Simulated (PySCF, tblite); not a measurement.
**CH2AlF2O2 radical, a small gas-phase stand-in for a defect centre (alumina monomer): EPR parameters**

Aim: the EPR parameters of `[OH][Al]([OH])[C](F)F`. It is drawn as: CF2 radical.

Programs: tblite 0.8.0 and PySCF 2.14.0. All values are calculated, for the isolated system unless a continuum is named. Atoms count from 0, parts from 1.

## 1. The system as given

8 atoms, charge 0, multiplicity 2; geometry: distance geometry start.

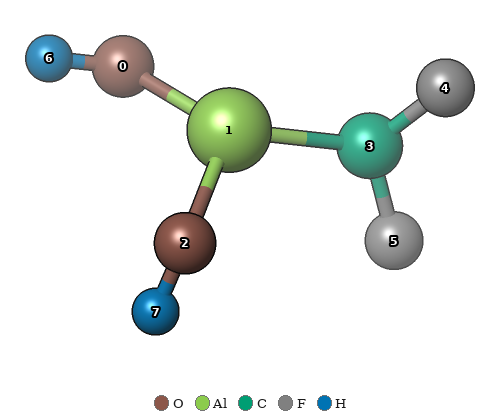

The starting geometry (oxygen brown, aluminium green, carbon teal, fluorine grey, hydrogen blue), atoms numbered.

## 2. Geometry optimisation with GFN2-xTB

Job settings and geometry (Å):

```
{"job": {"kind": "relax", "xc": "GFN2-xTB", "basis": "xTB"}, "charge": 0, "multiplicity": 2}
O      0.608730     0.770019    -1.937621
Al     0.537549     0.811487    -0.073578
O     -1.157343     0.878523     0.671123
C      1.837103    -0.311314     0.853862
F      2.733934     0.340628     1.534478
F      1.388760    -1.418728     1.343071
H     -0.017089     1.234656    -2.510802
H     -1.852771     0.196427     0.587095
```

Level: GFN2-xTB geometry optimisation, gas phase.

On the command line:

```
$ OMP_NUM_THREADS=1 python cluster_run.py task.json out
```

One launch serves the whole session: the jobs run in the order shown.

Standard output:

```text
step      E/eV     max force
  0    -593.65919    4.475
  1    -594.22271    3.397
  2    -594.71253    1.346
  3    -594.77202    0.922
  4    -594.82373    0.674
  5    -594.86133    0.625
  6    -594.88525    0.600
  7    -594.91210    0.599
  8    -594.94609    0.799
  9    -594.97447    0.586
 10    -594.99720    0.456
 11    -595.02075    0.448
 12    -595.05421    0.957
 13    -595.08770    1.099
 14    -595.10820    0.936
 15    -595.10552    1.307
 16    -595.13162    0.280
 17    -595.13647    0.271
 18    -595.14856    0.416
 19    -595.16042    0.583
 20    -595.17288    0.474
 21    -595.17994    0.230
 22    -595.18410    0.261
 23    -595.18984    0.297
 24    -595.19775    0.429
 25    -595.20178    0.426
 26    -595.21107    0.454
 27    -595.21712    0.557
 28    -595.23078    0.523
 29    -595.23665    0.470
 30    -595.24325    0.446
 31    -595.24439    0.287
 32    -595.24553    0.067
 33    -595.24606    0.089
 34    -595.24715    0.084
 35    -595.24898    0.146
 36    -595.25149    0.268
 37    -595.25475    0.337
 38    -595.25898    0.271
 39    -595.26234    0.164
 40    -595.26389    0.157
 41    -595.27020    0.271
 42    -595.27513    0.815
 43    -595.27972    0.686
 44    -595.28664    0.591
 45    -595.29981    0.159
 46    -595.30571    0.580
 47    -595.31353    0.254
 48    -595.32695    0.228
 49    -595.33272    0.334
 50    -595.33561    0.161
 51    -595.33750    0.172
 52    -595.33905    0.167
 53    -595.34284    0.160
 54    -595.34430    0.265
 55    -595.34669    0.264
 56    -595.34921    0.162
 57    -595.35122    0.087
 58    -595.35157    0.093
 59    -595.35185    0.072
 60    -595.35209    0.058
 61    -595.35258    0.049
 62    -595.35298    0.064
 63    -595.35357    0.094
 64    -595.35399    0.089
 65    -595.35433    0.061
 66    -595.35460    0.072
 67    -595.35480    0.040
 68    -595.35495    0.038
 69    -595.35504    0.022
 70    -595.35508    0.020
 71    -595.35511    0.021
 72    -595.35520    0.033
 73    -595.35534    0.034
 74    -595.35552    0.035
 75    -595.35562    0.024
 76    -595.35565    0.016
 77    -595.35566    0.012
 78    -595.35567    0.013
 79    -595.35571    0.023
 80    -595.35575    0.025
 81    -595.35579    0.021
 82    -595.35580    0.010
 83    -595.35581    0.009
 84    -595.35581    0.008
 85    -595.35582    0.009
 86    -595.35584    0.016
 87    -595.35586    0.024
 88    -595.35588    0.028
 89    -595.35590    0.023
 90    -595.35591    0.013
 91    -595.35592    0.008
```

Run time: 0.61 s. Hardware: 1 thread of Arm Neoverse V2, shared host.

Step by step:

```csv
step,energy from step 0 (eV),largest force (eV/Å)
0,0.0000,4.4753
3,-1.1128,0.9216
6,-1.2261,0.6000
9,-1.3153,0.5860
12,-1.3950,0.9569
15,-1.4463,1.3068
18,-1.4894,0.4157
21,-1.5208,0.2302
24,-1.5386,0.4289
27,-1.5579,0.5567
30,-1.5841,0.4463
33,-1.5869,0.0892
36,-1.5923,0.2683
39,-1.6032,0.1638
42,-1.6159,0.8155
45,-1.6406,0.1595
48,-1.6678,0.2277
51,-1.6783,0.1711
54,-1.6851,0.2657
57,-1.6920,0.0872
60,-1.6929,0.0571
63,-1.6944,0.0937
66,-1.6954,0.0724
69,-1.6959,0.0222
72,-1.6960,0.0330
75,-1.6964,0.0234
78,-1.6965,0.0133
81,-1.6966,0.0206
84,-1.6966,0.0083
87,-1.6967,0.0231
90,-1.6967,0.0131
91,-1.6967,0.0078
```

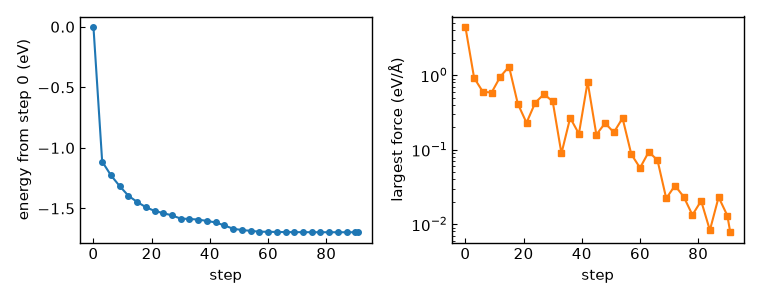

Energy and force, step by step.

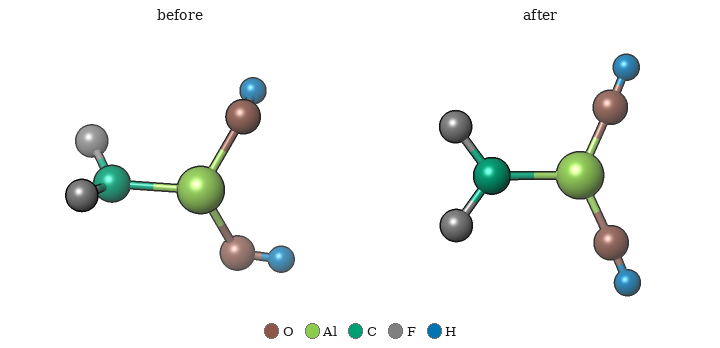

The geometry before (left) and after (right).

Close pairs (by a distance rule), those that changed most:

| bond | before (Å) | after (Å) | change (Å) |
| --- | --- | --- | --- |
| O0–Al1 | 1.866 | 1.630 | -0.236 |
| Al1–O2 | 1.852 | 1.630 | -0.222 |
| C3–F5 | 1.291 | 1.336 | +0.045 |
| C3–F4 | 1.301 | 1.336 | +0.035 |
| O2–H7 | 0.978 | 0.945 | -0.033 |
| O0–H6 | 0.968 | 0.945 | -0.023 |
| Al1–C3 | 1.952 | 1.960 | +0.008 |

## 3. Geometry optimisation at PBE0-D3(BJ)/def2-SVP

Job settings and geometry (Å):

```
{"job": {"xc": "PBE0", "basis": "def2-SVP", "d3": "d3bj", "grid": 2, "kind": "geom", "shake": 0.01}, "charge": 0, "multiplicity": 2}
O      0.057740     0.791612    -1.704622
Al    -0.388310     0.175217    -0.270379
O     -1.862886     0.021677     0.431612
C      1.154195    -0.465991     0.805037
F      2.391206    -0.538662     0.397252
F      1.016955    -1.116737     1.967375
H      0.332163     1.178468    -2.532791
H     -2.654986    -0.074137     0.878616
```

Standard output:

```text
step   0  E = -631.03535128  max force = 0.035777
step   1  E = -631.03983329  max force = 0.006719
step   2  E = -631.04026475  max force = 0.002449
step   3  E = -631.04038442  max force = 0.001878
step   4  E = -631.04054572  max force = 0.001876
step   5  E = -631.04060274  max force = 0.001851
step   6  E = -631.04151743  max force = 0.006552
step   7  E = -631.04198527  max force = 0.004418
step   8  E = -631.04239746  max force = 0.005178
step   9  E = -631.04424971  max force = 0.013816
step  10  E = -631.04305923  max force = 0.020461
step  11  E = -631.04615542  max force = 0.008330
step  12  E = -631.04661506  max force = 0.003800
step  13  E = -631.04678071  max force = 0.001361
step  14  E = -631.04680413  max force = 0.001081
step  15  E = -631.04681495  max force = 0.000459
step  16  E = -631.04681822  max force = 0.000229
optimisation converged
```

It took 2 min on 1 thread of Arm Neoverse V2, shared host; peak memory 0.49 GiB.

Along the way: (the energy doesn't fall at every step)

| step | energy from step 0 (eV) | largest force component (eV/Å) |
| --- | --- | --- |
| 0 | 0.0000 | 1.8397 |
| 1 | -0.1220 | 0.3455 |
| 2 | -0.1337 | 0.1259 |
| 3 | -0.1370 | 0.0966 |
| 4 | -0.1413 | 0.0965 |
| 5 | -0.1429 | 0.0952 |
| 6 | -0.1678 | 0.3369 |
| 7 | -0.1805 | 0.2272 |
| 8 | -0.1917 | 0.2663 |
| 9 | -0.2421 | 0.7104 |
| 10 | -0.2097 | 1.0521 |
| 11 | -0.2940 | 0.4283 |
| 12 | -0.3065 | 0.1954 |
| 13 | -0.3110 | 0.0700 |
| 14 | -0.3116 | 0.0556 |
| 15 | -0.3119 | 0.0236 |
| 16 | -0.3120 | 0.0118 |

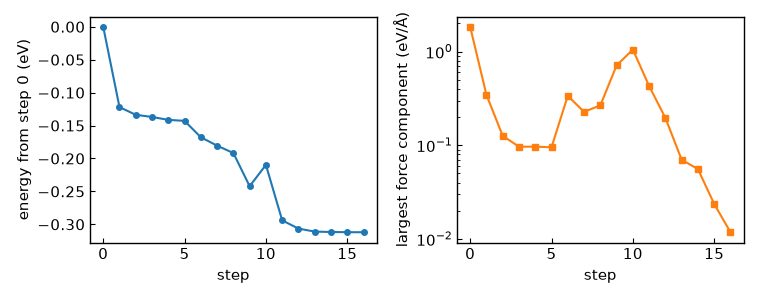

Energy and force, step by step.

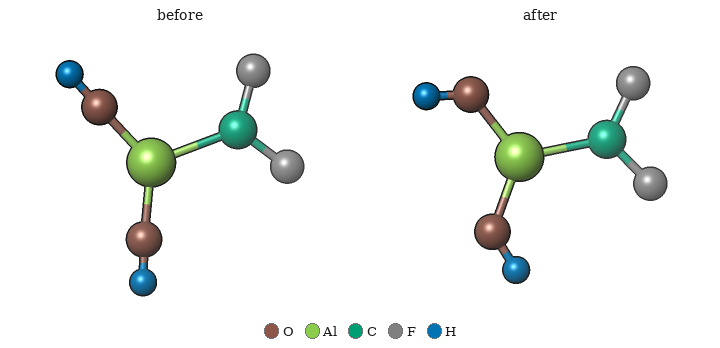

Before and after, at one scale.

Distances of close pairs at the start and the end, largest changes first:

```csv
bond,before (Å),after (Å),change (Å)
Al1–C3,1.987,1.919,-0.067
O0–Al1,1.624,1.689,+0.065
Al1–O2,1.640,1.693,+0.052
O2–H7,0.915,0.957,+0.043
C3–F4,1.305,1.319,+0.015
C3–F5,1.339,1.328,-0.011
O0–H6,0.954,0.958,+0.003
```

The next job starts from the end point, and lists it.

```csv
at the end point,value
point group (found at 0.08 Å tolerance),Cs
"rotational constants (GHz, main isotopes)","4.116, 1.958, 1.327"
dipole moment (D),1.95
⟨S²⟩,0.753
```

## 4. EPR parameters: B3LYP/IGLO-III+pcH-1

Job settings and geometry (Å):

```
{"job": {"kind": "epr"}, "charge": 0, "multiplicity": 2}
O      0.393416     0.754404    -1.795966
Al    -0.213864     0.169713    -0.332533
O     -1.866899     0.209823     0.030088
C      1.061124    -0.548965     0.909142
F      2.366835    -0.630780     0.737504
F      0.727723    -1.044213     2.095388
H     -0.120328     1.153249    -2.498851
H     -2.302292    -0.091765     0.827478
```

Level: UKS B3LYP, IGLO-III on Al C F O, pcH-1 on H, non-relativistic, mean-field spin-orbit, GIAO.

Standard output:

```text
UKS, coarse grid
  cycle   1  E = -631.84095277  |g| = 9.58e-01
  cycle   2  E = -630.78877057  |g| = 1.88e+00
  cycle   3  E = -632.14694127  |g| = 1.27e-01
  cycle   4  E = -632.15184367  |g| = 9.49e-02
  cycle   5  E = -632.15419764  |g| = 2.02e-02
  cycle   6  E = -632.15433885  |g| = 7.82e-03
  cycle   7  E = -632.15436139  |g| = 3.10e-03
  cycle   8  E = -632.15436411  |g| = 1.37e-03
  cycle   9  E = -632.15436648  |g| = 3.90e-04
UKS, final grid
  cycle   1  E = -632.15438572  |g| = 5.78e-04
  cycle   2  E = -632.15438552  |g| = 9.63e-04
  cycle   3  E = -632.15438584  |g| = 9.98e-05
  cycle   4  E = -632.15438585  |g| = 1.82e-05
E = -632.15438585 Eh   <S^2> = 0.7534 (exact 0.7500)
g shifts (ppm)      1          2          3
  rmc          -224       -224       -224
  gc            -35         42         44
  oz_so         -76       2622       3618
  total        -334       2439       3437
hyperfine (MHz)  atom isotope    a_iso     a_fc   dipolar eigenvalues
    0   17O       1.31       1.31     -3.92      1.60      2.32
    1  27Al     -59.23     -59.14    -10.68     -8.64     19.31
    2   17O      -0.60      -0.60     -4.07      1.73      2.34
    3   13C      75.16      75.14    -75.69    -73.81    149.50
    4   19F     128.09     127.46   -221.53   -202.99    424.52
    5   19F     125.94     125.25   -217.15   -198.79    415.94
    6    1H      -1.97      -1.97     -2.08     -1.34      3.41
    7    1H      -0.54      -0.54     -1.79     -1.27      3.06
```

Run time: 39 s. Hardware: 1 thread of Arm Neoverse V2, shared host; peak memory 0.83 GiB.

Principal g values 2.00198, 2.00476, 2.00576; g(iso) = 2.00417, against 2.00232 for a free electron.

Hyperfine couplings, nucleus by nucleus at this fixed geometry (no averaging over rotations):

```
nuclei  isotope  a(iso) (MHz)  a(iso) (G, at g = 2.0023)  largest dipolar term (MHz)
    F4      19F         128.1                       45.7                       424.5
    F5      19F         125.9                       44.9                       415.9
    C3      13C          75.2                       26.8                       149.5
   Al1     27Al         -59.2                      -21.1                        19.3
    H6       1H          -2.0                       -0.7                         3.4
    O0      17O           1.3                        0.5                        -3.9
    O2      17O          -0.6                       -0.2                        -4.1
    H7       1H          -0.5                       -0.2                         3.1
```

Mulliken spin populations:

| atom | value (e) |
| --- | --- |
| O0 | 0.01 |
| Al1 | 0.09 |
| O2 | 0.01 |
| C3 | 0.83 |
| F4 | 0.04 |
| F5 | 0.03 |
| H6 | 0.00 |
| H7 | 0.00 |

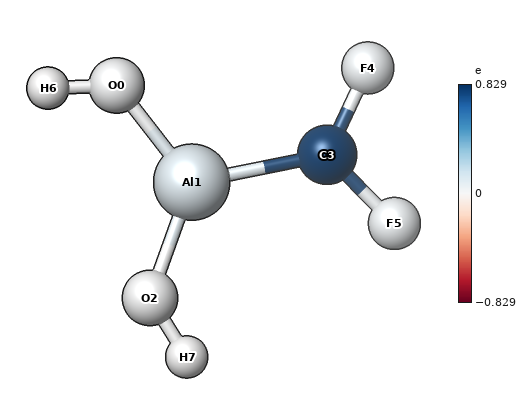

Mulliken spin populations, as colours on the atoms.

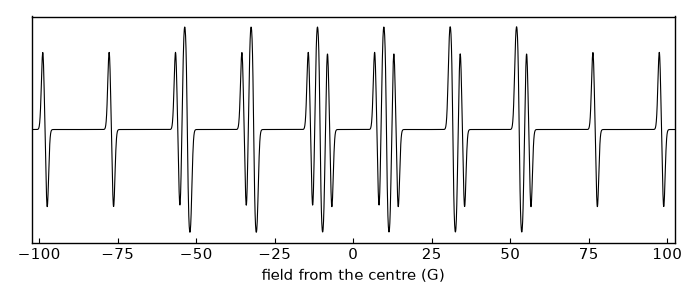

First-order isotropic spectrum (first derivative, main isotopes with spin only, couplings over 0.8 MHz, Gaussian width 0.5 G; couplings of the frozen geometry, rotation of groups not averaged beyond the rows shown).

## 5. g tensor and hyperfine couplings: BHandHLYP/IGLO-III+pcH-1

Settings changed since step 4:

```diff
@@ -1,2 +1,2 @@
-{"job": {"kind": "epr"}, "charge": 0, "multiplicity": 2}
+{"job": {"kind": "epr", "xc": "BHandHLYP"}, "charge": 0, "multiplicity": 2}
 O      0.393416     0.754404    -1.795966
```

With the program's defaults for keys left out, this is: UKS BHandHLYP, IGLO-III on Al C F O, pcH-1 on H, non-relativistic, mean-field spin-orbit, GIAO.

Standard output:

```text
UKS, coarse grid
  cycle   1  E = -631.70283764  |g| = 8.40e-01
  cycle   2  E = -631.54205649  |g| = 1.10e+00
  cycle   3  E = -631.95874482  |g| = 5.04e-02
  cycle   4  E = -631.95993632  |g| = 2.62e-02
  cycle   5  E = -631.96026374  |g| = 1.03e-02
  cycle   6  E = -631.96032810  |g| = 3.84e-03
  cycle   7  E = -631.96034487  |g| = 1.34e-03
  cycle   8  E = -631.96034803  |g| = 5.82e-04
UKS, final grid
  cycle   1  E = -631.96035874  |g| = 6.30e-04
  cycle   2  E = -631.96035871  |g| = 7.79e-04
  cycle   3  E = -631.96035891  |g| = 6.59e-05
  cycle   4  E = -631.96035891  |g| = 4.64e-05
  cycle   5  E = -631.96035891  |g| = 9.59e-06
E = -631.96035891 Eh   <S^2> = 0.7555 (exact 0.7500)
g shifts (ppm)      1          2          3
  rmc          -223       -223       -223
  gc            -13         50         53
  oz_so         -79       2538       3417
  total        -314       2366       3248
hyperfine (MHz)  atom isotope    a_iso     a_fc   dipolar eigenvalues
    0   17O       1.39       1.39     -3.17      1.24      1.93
    1  27Al     -78.64     -78.58    -11.02     -6.51     17.53
    2   17O      -0.54      -0.54     -3.34      1.34      2.00
    3   13C     111.31     111.29    -79.75    -77.08    156.82
    4   19F     191.77     191.22   -215.26   -187.99    403.25
    5   19F     188.46     187.87   -210.64   -184.05    394.68
    6    1H      -2.12      -2.13     -1.92     -1.31      3.23
    7    1H      -0.46      -0.46     -1.76     -1.39      3.15
```

Wall time 43 s (1 thread of Arm Neoverse V2, shared host); peak memory 0.91 GiB.

In short: g(iso) 2.00409.

## 6. Side by side: EPR parameters

g, ⟨S²⟩ and isotropic hyperfine couplings (MHz), with basis size and wall time:

```
                     run   g(iso)   ⟨S²⟩  19F F4  19F F5  13C C3  27Al Al1  1H H6  functions  time
    B3LYP/IGLO-III+pcH-1  2.00417  0.753   128.1   125.9    75.2     -59.2   -2.0        239  39 s
BHandHLYP/IGLO-III+pcH-1  2.00409  0.755   191.8   188.5   111.3     -78.6   -2.1        239  43 s
```

## 7. Outcome

| quantity | value |
| --- | --- |
| point group | Cs |
| rotational constants (main isotopes) | 4.12, 1.96, 1.33 GHz |
| g(iso) (B3LYP) | 2.00417 |
| ⟨S²⟩ | 0.753 (exact 0.75) |
| largest a(iso) | 19F on F4, 128.1 MHz |

**Reading.** The start of the PBE0/def2-SVP relaxation was shaken at random by about 0.01 Å, so part of the energy gained, and of the first lengths quoted, undoes that. Over 16 steps the energy fell by 0.312 eV; of the close pairs, Al1–C3 changed most, 1.987 to 1.919 Å (PBE0/def2-SVP). Most of the unpaired spin sits on C3 (0.83 e). The isotropic g lies 1.8 ppt above the free-electron value. The coupling of 19F on F4 runs from 128.1 (B3LYP/IGLO-III+pcH-1) to 191.8 MHz (BHandHLYP/IGLO-III+pcH-1).
